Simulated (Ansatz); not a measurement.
# CH₃ClGeO: geometry and vibrations

What shape does CH₃ClGeO take? The plan is to relax it, check the end point by its vibrations and derive ideal-gas thermochemistry.

Method: RKS PBE0-D4/def2-TZVP; program: Ansatz 0.2.0, Gaussian basis.

The runs, in order: relaxation at PBE-D4/def2-SVP; relaxation at PBE0-D4/def2-TZVP; harmonic vibrations at the same level.

1 further run of the same task is left out (set aside as unsound or not needed).

## Step 1: Starting geometry

SMILES `O=[CH][GeH2][Cl]`, 7 atoms, charge 0, spin multiplicity 1.

Atoms are counted from 1 here; the program's logs count them from 0.

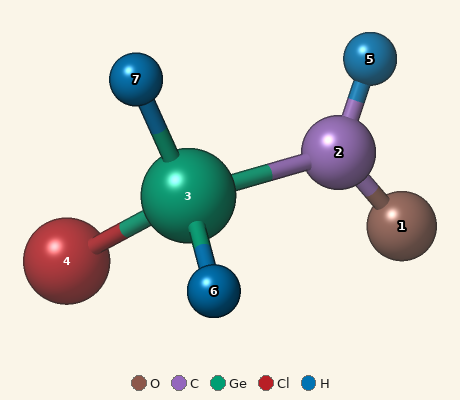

The starting geometry (oxygen brown, carbon purple, germanium teal, chlorine red, hydrogen blue); atoms are numbered from 1 in the order of the file.

As a file:

| atom | x (Å) | y (Å) | z (Å) |
| --- | --- | --- | --- |
| O1 | -0.44330 | -1.85580 | 0.85910 |
| C2 | 0.26020 | -1.15310 | 0.15390 |
| Ge3 | -0.06720 | 0.73510 | -0.07800 |
| Cl4 | -1.90370 | 1.06710 | -0.96620 |
| H5 | 1.10650 | -1.63370 | -0.35510 |
| H6 | 0.01730 | 1.44410 | 1.31920 |
| H7 | 1.09150 | 1.32830 | -0.97860 |

The start is a force-field geometry with small random shifts, so a cheaper pass at PBE-D4/def2-SVP comes first.

## Step 2: Relaxation at PBE-D4/def2-SVP (cheap first pass)

Input file in.yaml:

```yaml
crystal:
  periodic: [false, false, false]
  atoms:
    - {symbol: O, position_ang: [-0.443300, -1.855800, 0.859100]}
    - {symbol: C, position_ang: [0.260200, -1.153100, 0.153900]}
    - {symbol: Ge, position_ang: [-0.067200, 0.735100, -0.078000]}
    - {symbol: Cl, position_ang: [-1.903700, 1.067100, -0.966200]}
    - {symbol: H, position_ang: [1.106500, -1.633700, -0.355100]}
    - {symbol: H, position_ang: [0.017300, 1.444100, 1.319200]}
    - {symbol: H, position_ang: [1.091500, 1.328300, -0.978600]}
basis:
  gaussian: {orbitals: def2-SVP}
hamiltonian: {xc: pbe, dispersion: d4}
relax: {f_tol: 0.03, max_steps: 200}
```

The run is started by

```sh
$ ansatz run in.yaml --threads 2 --pin off --events-out ev --progress --plain --max-ram 4352MiB
```

The log of the run (excerpt; [...] marks lines left out):

```text
Functional definition: PBE
  name "PBE"
  cite "Perdew, Burke & Ernzerhof, Phys. Rev. Lett. 77, 3865 (1996) doi:10.1103/PhysRevLett.77.3865"
  parent pbe
[...]
1021 factors; their error is unknown
[...]
mean field -72143.04329659 eV, -2651.2079408387 hartree, gradient 5.6e-5 eV, S^2 0.000000; 0 other end points of the search recorded, 0 dependent functions left out
[...]
reference -72143.04332545 eV, -2651.2079418990 hartree; 33, 33 occupied and 60, 60 virtual orbitals, 1021 factors
relax step   1: F+E_penalty+E_count = -72143.19321515 eV  Δ(F+E_penalty+E_count) = +0.000e0 eV  max|allowed force component| = 2.335e0 eV/Å  Δτ_max = 0.0000 Å  (26 SCF iters, accepted)
[...]
relax step   8: F+E_penalty+E_count = -72143.45131587 eV  Δ(F+E_penalty+E_count) = -8.609e-3 eV  max|allowed force component| = 3.103e-1 eV/Å  Δτ_max = 0.2000 Å  (34 SCF iters, accepted)
[...]
relax step  15: F+E_penalty+E_count = -72143.49054641 eV  Δ(F+E_penalty+E_count) = -5.107e-3 eV  max|allowed force component| = 1.764e-1 eV/Å  Δτ_max = 0.0731 Å  (28 SCF iters, accepted)
[...]
relax step  22: F+E_penalty+E_count = -72143.51869162 eV  Δ(F+E_penalty+E_count) = -1.126e-2 eV  max|allowed force component| = 4.124e-2 eV/Å  Δτ_max = 0.1326 Å  (34 SCF iters, accepted)
[...]
relax step  27: F+E_penalty+E_count = -72143.52247206 eV  Δ(F+E_penalty+E_count) = -4.022e-5 eV  max|allowed force component| = 3.798e-2 eV/Å  Δτ_max = 0.0120 Å  (29 SCF iters, accepted)
[...]
relax step  28: F+E_penalty+E_count = -72143.52253085 eV  Δ(F+E_penalty+E_count) = -5.879e-5 eV  max|allowed force component| = 2.318e-2 eV/Å  Δτ_max = 0.0034 Å  (23 SCF iters, accepted)
1021 factors; their error is unknown
[...]
mean field -72143.37848149 eV, -2651.2202586564 hartree, gradient 1.3e-5 eV, S^2 0.000000; 1 other end points of the search recorded, 0 dependent functions left out
[...]
reference -72143.37851030 eV, -2651.2202597152 hartree; 33, 33 occupied and 60, 60 virtual orbitals, 1021 factors
Total energy: -72143.52255966 eV, -2651.2255534317 hartree
Atom 0 at     1.005557    -1.647594     1.013421 Å, force     0.001216    -0.008145     0.000330 eV/Å
Atom 1 at     0.240609    -1.222957     0.177006 Å, force     0.004794     0.023184     0.007644 eV/Å
Atom 2 at    -0.038066     0.773652    -0.009634 Å, force     0.000814    -0.011240    -0.000898 eV/Å
Atom 3 at    -1.488265     1.101725    -1.611850 Å, force    -0.002682     0.002270    -0.002668 eV/Å
Atom 4 at    -0.338707    -1.904243    -0.521058 Å, force    -0.004458    -0.008573    -0.005162 eV/Å
Atom 5 at    -0.611940     1.362682     1.304528 Å, force     0.000146     0.000962     0.000029 eV/Å
Atom 6 at     1.292111     1.468735    -0.398113 Å, force     0.000169     0.001542     0.000724 eV/Å
Dipole moment:     0.022678     0.035461     0.025642 e Å
```

Wall time 43 s (2 threads of Arm Neoverse V2, shared host).

Step by step: (the energy doesn't fall at every step)

| step | energy from step 1 (eV) | largest force component (eV/Å) |
| --- | --- | --- |
| 1 | 0.0000 | 2.3347 |
| 2 | -0.2022 | 0.9944 |
| 3 | -0.1447 | 1.7711 |
| 4 | -0.2317 | 0.6381 |
| 5 | -0.2460 | 0.0921 |
| 6 | -0.2476 | 0.0567 |
| 7 | -0.2495 | 0.1852 |
| 8 | -0.2581 | 0.3103 |
| 9 | -0.2653 | 0.5088 |
| 10 | -0.2780 | 0.2971 |
| 11 | -0.2209 | 2.3397 |
| 12 | -0.2849 | 0.2815 |
| 13 | -0.2922 | 0.2094 |
| 14 | -0.2882 | 1.0870 |
| 15 | -0.2973 | 0.1764 |
| 16 | -0.3010 | 0.2676 |
| 17 | -0.3006 | 0.5325 |
| 18 | -0.3049 | 0.1933 |
| 19 | -0.3085 | 0.1650 |
| 20 | -0.3137 | 0.1308 |
| 21 | -0.3142 | 0.7139 |
| 22 | -0.3255 | 0.0412 |
| 23 | -0.3261 | 0.0803 |
| 24 | -0.3275 | 0.1837 |
| 25 | -0.3290 | 0.0246 |
| 26 | -0.3292 | 0.0497 |
| 27 | -0.3293 | 0.0380 |
| 28 | -0.3293 | 0.0232 |

The force was under the threshold of 0.03 eV/Å already at step 25, but the program went on to step 28.

Close pairs (by a distance rule), those that changed most:

| bond | before (Å) | after (Å) | change (Å) |
| --- | --- | --- | --- |
| Ge3–Cl4 | 2.067 | 2.186 | +0.119 |
| C2–Ge3 | 1.930 | 2.025 | +0.094 |
| C2–H5 | 1.098 | 1.134 | +0.036 |
| Ge3–H7 | 1.583 | 1.550 | -0.033 |
| Ge3–H6 | 1.569 | 1.550 | -0.019 |
| O1–C2 | 1.219 | 1.210 | -0.009 |

## Step 3: Geometry optimisation, PBE0-D4/def2-TZVP

Input file in.yaml:

```yaml
crystal:
  periodic: [false, false, false]
  atoms:
    - {symbol: O, position_ang: [1.005557, -1.647594, 1.013421]}
    - {symbol: C, position_ang: [0.240609, -1.222957, 0.177006]}
    - {symbol: Ge, position_ang: [-0.038066, 0.773652, -0.009634]}
    - {symbol: Cl, position_ang: [-1.488265, 1.101725, -1.611850]}
    - {symbol: H, position_ang: [-0.338707, -1.904243, -0.521058]}
    - {symbol: H, position_ang: [-0.611940, 1.362682, 1.304528]}
    - {symbol: H, position_ang: [1.292111, 1.468735, -0.398113]}
basis:
  gaussian: {orbitals: def2-TZVP}
hamiltonian: {xc: pbe0, dispersion: d4}
relax: {f_tol: 0.005, max_steps: 150}
```

Same command.

The log of the run (excerpt; [...] marks lines left out):

```text
Functional definition: PBE0
  name "PBE0"
  cite "Adamo & Barone, J. Chem. Phys. 110, 6158 (1999) doi:10.1063/1.478522"
  cite "Perdew, Burke & Ernzerhof, Phys. Rev. Lett. 77, 3865 (1996) doi:10.1103/PhysRevLett.77.3865"
  parent pbe
[...]
1132 factors; their error is unknown
[...]
mean field -72160.96215409 eV, -2651.8664467057 hartree, gradient 5.1e-5 eV, S^2 0.000000; 0 other end points of the search recorded, 0 dependent functions left out
[...]
reference -72160.96218361 eV, -2651.8664477909 hartree; 33, 33 occupied and 132, 132 virtual orbitals, 1132 factors
relax step   1: F+E_penalty+E_count = -72161.08443657 eV  Δ(F+E_penalty+E_count) = +0.000e0 eV  max|allowed force component| = 9.164e-1 eV/Å  Δτ_max = 0.0000 Å  (28 SCF iters, accepted)
[...]
reference -72160.99513550 eV, -2651.8676587502 hartree; 33, 33 occupied and 132, 132 virtual orbitals, 1132 factors
Total energy: -72161.11865194 eV, -2651.8721978958 hartree
Atom 0 at     0.989568    -1.661571     0.986995 Å, force     0.001011     0.000413     0.001271 eV/Å
Atom 1 at     0.237049    -1.207752     0.174257 Å, force    -0.001190    -0.004084    -0.001798 eV/Å
Atom 2 at    -0.025483     0.775297     0.004313 Å, force    -0.000342     0.003783     0.000235 eV/Å
Atom 3 at    -1.457432     1.054862    -1.583744 Å, force     0.000397    -0.000712     0.000374 eV/Å
Atom 4 at    -0.341476    -1.865551    -0.513229 Å, force     0.000234     0.001796     0.000329 eV/Å
Atom 5 at    -0.619118     1.365230     1.288777 Å, force     0.000232    -0.000553    -0.000440 eV/Å
Atom 6 at     1.278191     1.471485    -0.403070 Å, force    -0.000342    -0.000643     0.000029 eV/Å
Dipole moment:     0.005210     0.098197     0.012864 e Å
```

Run time: 33 s. Hardware: 2 threads of Arm Neoverse V2, shared host; peak memory 0.4 GiB.

Along the way:

| step | energy from step 1 (eV) | largest force component (eV/Å) |
| --- | --- | --- |
| 1 | 0.0000 | 0.9164 |
| 2 | -0.0315 | 0.1122 |
| 3 | -0.0339 | 0.0453 |
| 4 | -0.0336 | 0.0811 |
| 5 | -0.0340 | 0.0208 |
| 6 | -0.0342 | 0.0083 |
| 7 | -0.0342 | 0.0041 |

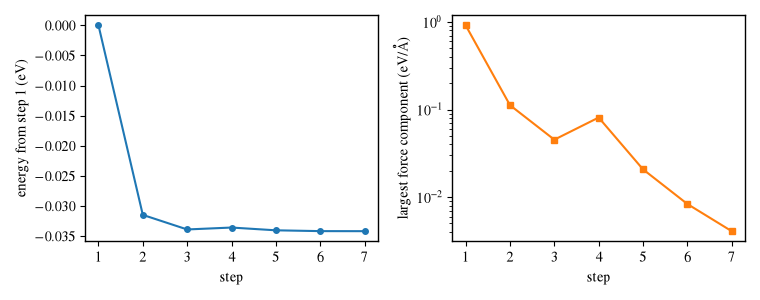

Energy and force, step by step.

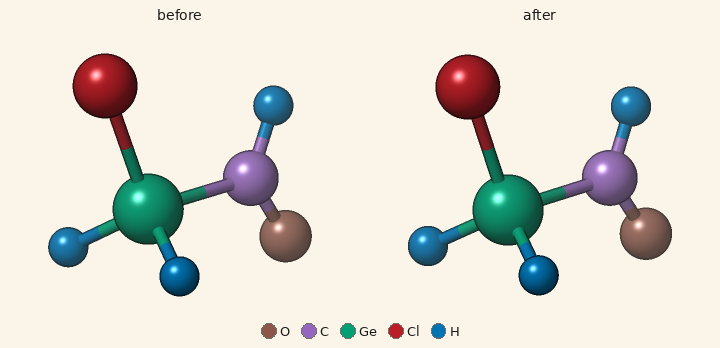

The geometry before (left) and after (right).

Distances of close pairs at the start and the end, largest changes first:

| bond | before (Å) | after (Å) | change (Å) |
| --- | --- | --- | --- |
| Ge3–Cl4 | 2.186 | 2.157 | -0.029 |
| C2–H5 | 1.134 | 1.114 | -0.021 |
| Ge3–H7 | 1.550 | 1.533 | -0.017 |
| Ge3–H6 | 1.550 | 1.533 | -0.017 |
| C2–Ge3 | 2.025 | 2.008 | -0.017 |
| O1–C2 | 1.210 | 1.197 | -0.013 |

Mulliken charges at the end point, from the run's report:

| atom | value (e) |
| --- | --- |
| O1 | -0.21 |
| C2 | 0.03 |
| Ge3 | 0.31 |
| Cl4 | -0.32 |
| H5 | 0.10 |
| H6 | 0.04 |
| H7 | 0.04 |

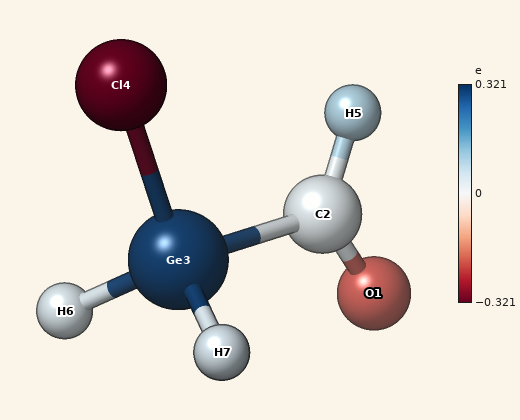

Mulliken charges at the end point, from the run's report, as colours on the atoms.

## Step 4: Force constants and modes

Input file in.yaml:

```yaml
crystal:
  periodic: [false, false, false]
  atoms:
    - {symbol: O, position_ang: [0.989568, -1.661571, 0.986995]}
    - {symbol: C, position_ang: [0.237049, -1.207752, 0.174257]}
    - {symbol: Ge, position_ang: [-0.025483, 0.775297, 0.004313]}
    - {symbol: Cl, position_ang: [-1.457432, 1.054862, -1.583744]}
    - {symbol: H, position_ang: [-0.341476, -1.865551, -0.513229]}
    - {symbol: H, position_ang: [-0.619118, 1.365230, 1.288777]}
    - {symbol: H, position_ang: [1.278191, 1.471485, -0.403070]}
basis:
  gaussian: {orbitals: def2-TZVP}
hamiltonian: {xc: pbe0, dispersion: d4}
phonons: {temperatures: {t_min: 298.15, t_max: 900, t_step: 200}}
```

Launched as before.

The log of the run (excerpt; [...] marks lines left out):

```text
Functional definition: PBE0
  name "PBE0"
  cite "Adamo & Barone, J. Chem. Phys. 110, 6158 (1999) doi:10.1063/1.478522"
  cite "Perdew, Burke & Ernzerhof, Phys. Rev. Lett. 77, 3865 (1996) doi:10.1103/PhysRevLett.77.3865"
  parent pbe
[...]
1132 factors; their error is unknown
[...]
mean field -72160.99510532 eV, -2651.8676576412 hartree, gradient 5.4e-5 eV, S^2 0.000000; 0 other end points of the search recorded, 0 dependent functions left out
[...]
reference -72160.99513452 eV, -2651.8676587144 hartree; 33, 33 occupied and 132, 132 virtual orbitals, 1132 factors
[...]
1132 factors; their error is unknown
mean field -72160.99500626 eV, -2651.8676540008 hartree, gradient 2.3e-6 eV, S^2 0.000000; 0 other end points of the search recorded, 0 dependent functions left out
[...]
reference -72160.99503546 eV, -2651.8676550739 hartree; 33, 33 occupied and 132, 132 virtual orbitals, 1132 factors
[...]
Total energy: -72161.11865096 eV, -2651.8721978597 hartree
Atom 0 at     0.989568    -1.661571     0.986995 Å, force     0.000989     0.000417     0.001251 eV/Å
Atom 1 at     0.237049    -1.207752     0.174257 Å, force    -0.001172    -0.004075    -0.001789 eV/Å
Atom 2 at    -0.025483     0.775297     0.004313 Å, force    -0.000343     0.003789     0.000240 eV/Å
Atom 3 at    -1.457432     1.054862    -1.583744 Å, force     0.000406    -0.000724     0.000383 eV/Å
Atom 4 at    -0.341476    -1.865551    -0.513229 Å, force     0.000231     0.001793     0.000331 eV/Å
Atom 5 at    -0.619118     1.365230     1.288777 Å, force     0.000235    -0.000554    -0.000446 eV/Å
Atom 6 at     1.278191     1.471485    -0.403070 Å, force    -0.000347    -0.000645     0.000030 eV/Å
Dipole moment:     0.005209     0.098196     0.012863 e Å
Vibrations: 45.18 96.41 302.00 406.44 425.60 611.04 611.25 745.44 852.32 886.51 1359.42 1803.48 2167.97 2181.42 2869.40 cm⁻¹, zero-point energy 0.952439 eV
```

Run time: 2.1 min. Hardware: 2 threads of Arm Neoverse V2, shared host; peak memory 0.4 GiB.

Motions are named by where the mode's potential energy lies. The modes, unscaled (a negative number is an imaginary wavenumber):

| mode | cm⁻¹ | motion |
| --- | --- | --- |
| 1 | 45 | torsion |
| 2 | 96 | bend |
| 3 | 302 | bend with Ge–C stretch |
| 4 | 406 | bend with torsion |
| 5 | 426 | Ge–Cl stretch |
| 6 | 611 | bend |
| 7 | 611 | Ge–C stretch with bend |
| 8 | 745 | bend |
| 9 | 852 | bend with torsion |
| 10 | 887 | torsion with out-of-plane bend |
| 11 | 1359 | bend |
| 12 | 1803 | C–O stretch |
| 13 | 2168 | Ge–H stretch |
| 14 | 2181 | Ge–H stretch |
| 15 | 2869 | C–H stretch |

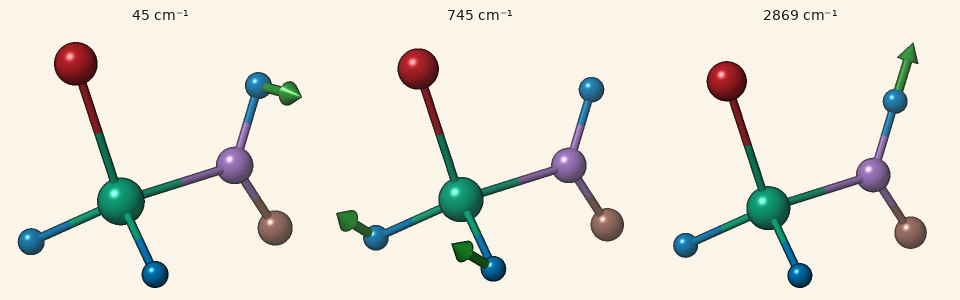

How the atoms move in 3 of the modes.

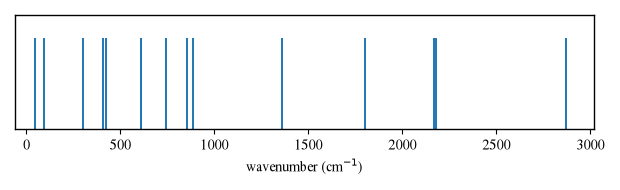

The harmonic wavenumbers as sticks (no intensities were computed).

Ideal gas, rigid rotor and harmonic oscillator at 298.15 K and 1 bar, with symmetry number 1:

| term | value |
| --- | --- |
| zero-point energy | 22.0 kcal/mol |
| H(298) − E | 26.3 kcal/mol |
| entropy, translation | 170.4 J/(mol K) |
| entropy, rotation | 112.2 J/(mol K) |
| entropy, vibration | 55.3 J/(mol K) |
| entropy, total | 338.0 J/(mol K) |

## Step 5: Summary of results

| quantity | value |
| --- | --- |
| point group | Cs |
| steps | 28 + 7 |
| shift from the start (rms) | 0.882 Å |
| total energy | -72161.1187 eV |
| dispersion term | -124 meV |
| dipole moment | 0.48 D |
| lowest, highest wavenumber | 45, 2869 cm⁻¹ |
| zero-point energy | 22.0 kcal/mol |
| entropy at 298.15 K | 338.0 J/(mol K) |

The relaxed geometry lies 0.88 Å (rms) from the start; the bond that changed most is Ge3–Cl4, from 2.067 to 2.157 Å. All wavenumbers are real, so the end point is a minimum. The stiffest mode, 2869 cm⁻¹, is a C–H stretch, and 2 modes under 200 cm⁻¹ make the vibrational entropy uncertain. Harmonic hybrid wavenumbers usually lie a few per cent above measured fundamentals. The largest Mulliken charge, -0.32 e, sits on Cl4.
